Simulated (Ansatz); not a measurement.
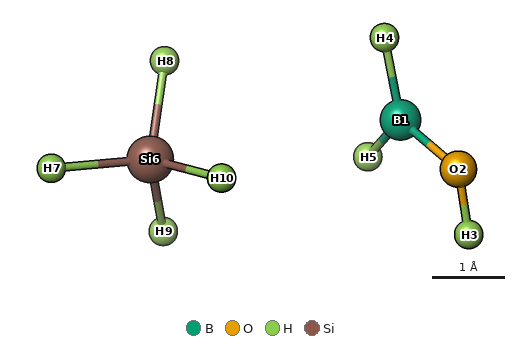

**Figure 1.** The input geometry (ball-and-stick view, seen on its broad side; atoms are numbered from 1 in the order of the input). Bond lengths as drawn: B–H 1.22 Å, B–O 1.36 Å, H–O 0.97 Å and H–Si 1.50 to 1.51 Å.

**BSiH$_{7}$O: nudged elastic band (part 1 of 2)**

System: BSiH$_{7}$O.
Method: RKS PBE-D4/def2-SVP (Ansatz 0.2.0).

The run did not end well. One setting was made poor on purpose. It belongs to a series of runs on one base structure; here: band between the two ends.

Log:
```
Engine: ansatz 0.2.0, x86_64-unknown-linux-gnu
Functional definition: PBE
  parameter kappa = 0.804
  parameter beta = 0.06672455060314922
  exchange = pbe_x(kappa = kappa, mu = beta*pi^2/3)
  correlation = pbe_c(beta = beta)
899 factors; their error is unknown
mean field evaluation 1: about -10698.2499 eV, gradient 4.6e1 eV
mean field evaluation 2: about -10684.0983 eV, gradient 9.7e1 eV
mean field evaluation 4: about -10702.6333 eV, gradient 3.3e0 eV
mean field evaluation 8: about -10702.6179 eV, gradient 3.3e-2 eV
mean field -10702.61786829 eV, -393.3139521645 hartree, gradient 2.7e-5 eV, S^2 0.000000; 0 other end points of the search recorded, 0 dependent functions left out
the calculation of the forces begins
reference -10702.61790551 eV, -393.3139535324 hartree; 17, 17 occupied and 64, 64 virtual orbitals, 899 factors
899 factors; their error is unknown
mean field evaluation 16: about -10691.7533 eV, gradient 6.9e1 eV
mean field -10701.72982101 eV, -393.2813170292 hartree, gradient 2.9e-5 eV, S^2 0.000000; 0 other end points of the search recorded, 0 dependent functions left out
[... from here on the field's lines of each further geometry are left out, up to the last ...]
NEB iter   1: max|band force component| = 7.201e0 eV/Å  barrier→ = 4.4046 eV  barrier← = 3.5483 eV  Δτ_max = 0.1134 Å  (219 SCF iters)
NEB iter   2: max|band force component| = 2.809e0 eV/Å  barrier→ = 3.1245 eV  barrier← = 2.2682 eV  Δτ_max = 0.0643 Å  (191 SCF iters)
NEB iter   3: max|band force component| = 2.167e0 eV/Å  barrier→ = 2.7814 eV  barrier← = 1.9251 eV  Δτ_max = 0.1749 Å  (191 SCF iters)
NEB iter   4: max|band force component| = 2.510e0 eV/Å  barrier→ = 2.2641 eV  barrier← = 1.4078 eV  Δτ_max = 0.0364 Å  (197 SCF iters)
NEB iter   5: max|band force component| = 1.431e0 eV/Å  barrier→ = 2.1375 eV  barrier← = 1.2812 eV  Δτ_max = 0.0489 Å  (193 SCF iters)
NEB iter   6: max|band force component| = 1.345e0 eV/Å  barrier→ = 1.9877 eV  barrier← = 1.1315 eV  Δτ_max = 0.1091 Å  (192 SCF iters)
NEB iter   7: max|band force component| = 1.966e0 eV/Å  barrier→ = 1.6987 eV  barrier← = 0.8425 eV  Δτ_max = 0.0298 Å  (188 SCF iters)
NEB iter   8: max|band force component| = 1.142e0 eV/Å  barrier→ = 1.6347 eV  barrier← = 0.7784 eV  Δτ_max = 0.0325 Å  (193 SCF iters)
NEB iter   9: max|band force component| = 1.109e0 eV/Å  barrier→ = 1.5922 eV  barrier← = 0.7359 eV  Δτ_max = 0.0951 Å  (191 SCF iters)
NEB iter  10: max|band force component| = 1.250e0 eV/Å  barrier→ = 1.5716 eV  barrier← = 0.7154 eV  Δτ_max = 0.0204 Å  (187 SCF iters)
NEB iter  11: max|band force component| = 6.810e-1 eV/Å  barrier→ = 1.5478 eV  barrier← = 0.6915 eV  Δτ_max = 0.0218 Å  (190 SCF iters)
NEB iter  12: max|band force component| = 6.745e-1 eV/Å  barrier→ = 1.5454 eV  barrier← = 0.6891 eV  Δτ_max = 0.0450 Å  (189 SCF iters)
NEB iter  13: max|band force component| = 8.396e-1 eV/Å  barrier→ = 1.5786 eV  barrier← = 0.7223 eV  Δτ_max = 0.0122 Å  (189 SCF iters)
NEB iter  14: max|band force component| = 5.998e-1 eV/Å  barrier→ = 1.5682 eV  barrier← = 0.7119 eV  Δτ_max = 0.0238 Å  (193 SCF iters)
NEB iter  15: max|band force component| = 5.119e-1 eV/Å  barrier→ = 1.5783 eV  barrier← = 0.7221 eV  Δτ_max = 0.0465 Å  (194 SCF iters)
NEB iter  16: max|band force component| = 7.952e-1 eV/Å  barrier→ = 1.6186 eV  barrier← = 0.7623 eV  Δτ_max = 0.0121 Å  (192 SCF iters)
NEB iter  17: max|band force component| = 6.204e-1 eV/Å  barrier→ = 1.6113 eV  barrier← = 0.7551 eV  CI = image 4  Δτ_max = 0.0090 Å  (193 SCF iters)
NEB iter  18: max|band force component| = 6.254e-1 eV/Å  barrier→ = 1.6212 eV  barrier← = 0.7650 eV  CI = image 4  Δτ_max = 0.0089 Å  (177 SCF iters)
NEB iter  19: max|band force component| = 6.125e-1 eV/Å  barrier→ = 1.6327 eV  barrier← = 0.7764 eV  CI = image 4  Δτ_max = 0.1386 Å  (168 SCF iters)
NEB iter  20: max|band force component| = 1.655e0 eV/Å  barrier→ = 1.7927 eV  barrier← = 0.9365 eV  CI = image 4  Δτ_max = 0.0261 Å  (185 SCF iters)
NEB iter  21: max|band force component| = 9.042e-1 eV/Å  barrier→ = 1.7594 eV  barrier← = 0.9031 eV  CI = image 4  Δτ_max = 0.0117 Å  (192 SCF iters)
NEB iter  22: max|band force component| = 6.267e-1 eV/Å  barrier→ = 1.7434 eV  barrier← = 0.8872 eV  CI = image 4  Δτ_max = 0.0507 Å  (189 SCF iters)
NEB iter  23: max|band force component| = 4.702e-1 eV/Å  barrier→ = 1.7151 eV  barrier← = 0.8588 eV  CI = image 4  Δτ_max = 0.0483 Å  (191 SCF iters)
NEB iter  24: max|band force component| = 7.822e-1 eV/Å  barrier→ = 1.7134 eV  barrier← = 0.8572 eV  CI = image 4  Δτ_max = 0.0151 Å  (190 SCF iters)
NEB iter  25: max|band force component| = 4.878e-1 eV/Å  barrier→ = 1.7078 eV  barrier← = 0.8516 eV  CI = image 4  Δτ_max = 0.0157 Å  (180 SCF iters)
NEB iter  26: max|band force component| = 4.502e-1 eV/Å  barrier→ = 1.7080 eV  barrier← = 0.8517 eV  CI = image 4  Δτ_max = 0.0298 Å  (176 SCF iters)
NEB iter  27: max|band force component| = 4.545e-1 eV/Å  barrier→ = 1.7135 eV  barrier← = 0.8573 eV  CI = image 4  Δτ_max = 0.0079 Å  (191 SCF iters)
NEB iter  28: max|band force component| = 2.056e-1 eV/Å  barrier→ = 1.7105 eV  barrier← = 0.8543 eV  CI = image 4  Δτ_max = 0.0074 Å  (162 SCF iters)
NEB iter  29: max|band force component| = 2.952e-1 eV/Å  barrier→ = 1.7085 eV  barrier← = 0.8522 eV  CI = image 4  Δτ_max = 0.0050 Å  (170 SCF iters)
NEB iter  30: max|band force component| = 1.621e-1 eV/Å  barrier→ = 1.7078 eV  barrier← = 0.8516 eV  CI = image 4  Δτ_max = 0.0057 Å  (145 SCF iters)
NEB iter  31: max|band force component| = 4.011e-1 eV/Å  barrier→ = 1.7067 eV  barrier← = 0.8505 eV  CI = image 4  Δτ_max = 0.0066 Å  (162 SCF iters)
NEB iter  32: max|band force component| = 1.699e-1 eV/Å  barrier→ = 1.7064 eV  barrier← = 0.8501 eV  CI = image 4  Δτ_max = 0.0027 Å  (141 SCF iters)
NEB iter  33: max|band force component| = 2.521e-1 eV/Å  barrier→ = 1.7059 eV  barrier← = 0.8497 eV  CI = image 4  Δτ_max = 0.0044 Å  (134 SCF iters)
NEB iter  34: max|band force component| = 1.421e-1 eV/Å  barrier→ = 1.7057 eV  barrier← = 0.8494 eV  CI = image 4  Δτ_max = 0.0040 Å  (140 SCF iters)
NEB iter  35: max|band force component| = 3.184e-1 eV/Å  barrier→ = 1.7052 eV  barrier← = 0.8489 eV  CI = image 4  Δτ_max = 0.0054 Å  (141 SCF iters)
NEB iter  36: max|band force component| = 1.455e-1 eV/Å  barrier→ = 1.7050 eV  barrier← = 0.8487 eV  CI = image 4  Δτ_max = 0.0025 Å  (138 SCF iters)
NEB iter  37: max|band force component| = 2.228e-1 eV/Å  barrier→ = 1.7047 eV  barrier← = 0.8484 eV  CI = image 4  Δτ_max = 0.0040 Å  (129 SCF iters)
NEB iter  38: max|band force component| = 1.280e-1 eV/Å  barrier→ = 1.7045 eV  barrier← = 0.8483 eV  CI = image 4  Δτ_max = 0.0034 Å  (137 SCF iters)
NEB iter  39: max|band force component| = 2.694e-1 eV/Å  barrier→ = 1.7042 eV  barrier← = 0.8480 eV  CI = image 4  Δτ_max = 0.0048 Å  (138 SCF iters)
NEB iter  40: max|band force component| = 1.306e-1 eV/Å  barrier→ = 1.7041 eV  barrier← = 0.8478 eV  CI = image 4  Δτ_max = 0.0023 Å  (134 SCF iters)
NEB iter  41: max|band force component| = 2.029e-1 eV/Å  barrier→ = 1.7039 eV  barrier← = 0.8476 eV  CI = image 4  Δτ_max = 0.0037 Å  (129 SCF iters)
NEB iter  42: max|band force component| = 1.182e-1 eV/Å  barrier→ = 1.7037 eV  barrier← = 0.8475 eV  CI = image 4  Δτ_max = 0.0029 Å  (132 SCF iters)
NEB iter  43: max|band force component| = 2.359e-1 eV/Å  barrier→ = 1.7035 eV  barrier← = 0.8472 eV  CI = image 4  Δτ_max = 0.0043 Å  (136 SCF iters)
NEB iter  44: max|band force component| = 1.192e-1 eV/Å  barrier→ = 1.7033 eV  barrier← = 0.8471 eV  CI = image 4  Δτ_max = 0.0022 Å  (134 SCF iters)
NEB iter  45: max|band force component| = 1.874e-1 eV/Å  barrier→ = 1.7031 eV  barrier← = 0.8469 eV  CI = image 4  Δτ_max = 0.0035 Å  (129 SCF iters)
NEB iter  46: max|band force component| = 1.102e-1 eV/Å  barrier→ = 1.7030 eV  barrier← = 0.8468 eV  CI = image 4  Δτ_max = 0.0026 Å  (132 SCF iters)
NEB iter  47: max|band force component| = 2.110e-1 eV/Å  barrier→ = 1.7028 eV  barrier← = 0.8465 eV  CI = image 4  Δτ_max = 0.0040 Å  (131 SCF iters)
NEB iter  48: max|band force component| = 1.097e-1 eV/Å  barrier→ = 1.7027 eV  barrier← = 0.8464 eV  CI = image 4  Δτ_max = 0.0020 Å  (134 SCF iters)
NEB iter  49: max|band force component| = 1.747e-1 eV/Å  barrier→ = 1.7025 eV  barrier← = 0.8462 eV  CI = image 4  Δτ_max = 0.0033 Å  (127 SCF iters)
NEB iter  50: max|band force component| = 1.034e-1 eV/Å  barrier→ = 1.7024 eV  barrier← = 0.8461 eV  CI = image 4  Δτ_max = 0.0024 Å  (132 SCF iters)
NEB iter  51: max|band force component| = 1.916e-1 eV/Å  barrier→ = 1.7022 eV  barrier← = 0.8459 eV  CI = image 4  Δτ_max = 0.0037 Å  (128 SCF iters)
NEB iter  52: max|band force component| = 1.015e-1 eV/Å  barrier→ = 1.7021 eV  barrier← = 0.8458 eV  CI = image 4  Δτ_max = 0.0019 Å  (133 SCF iters)
NEB iter  53: max|band force component| = 1.639e-1 eV/Å  barrier→ = 1.7019 eV  barrier← = 0.8457 eV  CI = image 4  Δτ_max = 0.0031 Å  (128 SCF iters)
NEB iter  54: max|band force component| = 9.741e-2 eV/Å  barrier→ = 1.7018 eV  barrier← = 0.8455 eV  CI = image 4  Δτ_max = 0.0022 Å  (131 SCF iters)
NEB iter  55: max|band force component| = 1.759e-1 eV/Å  barrier→ = 1.7016 eV  barrier← = 0.8454 eV  CI = image 4  Δτ_max = 0.0034 Å  (128 SCF iters)
NEB iter  56: max|band force component| = 9.439e-2 eV/Å  barrier→ = 1.7015 eV  barrier← = 0.8453 eV  CI = image 4  Δτ_max = 0.0018 Å  (131 SCF iters)
NEB iter  57: max|band force component| = 1.548e-1 eV/Å  barrier→ = 1.7014 eV  barrier← = 0.8451 eV  CI = image 4  Δτ_max = 0.0029 Å  (128 SCF iters)
NEB iter  58: max|band force component| = 9.216e-2 eV/Å  barrier→ = 1.7013 eV  barrier← = 0.8450 eV  CI = image 4  Δτ_max = 0.0020 Å  (130 SCF iters)
NEB iter  59: max|band force component| = 1.630e-1 eV/Å  barrier→ = 1.7011 eV  barrier← = 0.8448 eV  CI = image 4  Δτ_max = 0.0032 Å  (126 SCF iters)
the calculation of the forces begins
reference -10701.69243051 eV, -393.2799429534 hartree; 17, 17 occupied and 64, 64 virtual orbitals, 899 factors
these checks for a lower state are left out or cut short: starts, cluster_reference, orbital_swaps, neighbouring_geometries, increment
899 factors; their error is unknown
mean field evaluation 2560: about -10701.7649 eV, gradient 1.1e-1 eV
mean field -10701.71789797 eV, -393.2808788656 hartree, gradient 4.2e-5 eV, S^2 0.000000; 0 other end points of the search recorded, 0 dependent functions left out
the calculation of the forces begins
reference -10701.71793325 eV, -393.2808801619 hartree; 17, 17 occupied and 64, 64 virtual orbitals, 899 factors
NEB iter  60: max|band force component| = 8.821e-2 eV/Å  barrier→ = 1.7010 eV  barrier← = 0.8447 eV  CI = image 4  Δτ_max = 0.0017 Å  (131 SCF iters)
```

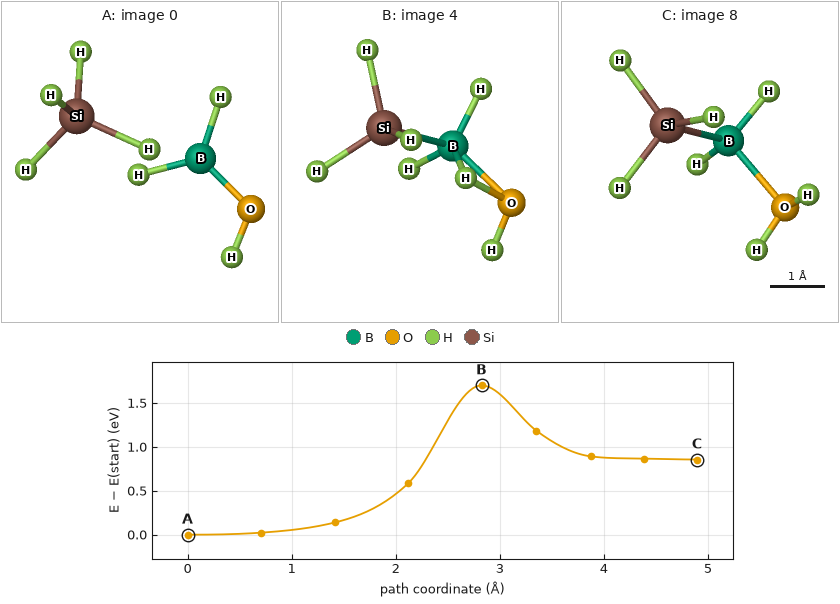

**Figure 2.** Images of the last band (counted from 0; ball-and-stick, seen at a tilt) above the energy along the path; the line is a cubic interpolation that uses the forces. The highest image is number 4, 1.701 eV above the start and 0.845 eV above the end (the climbing image); the end lies 0.856 eV above the start. The path is 4.89 Å long. The band had not converged after 60 iterations.
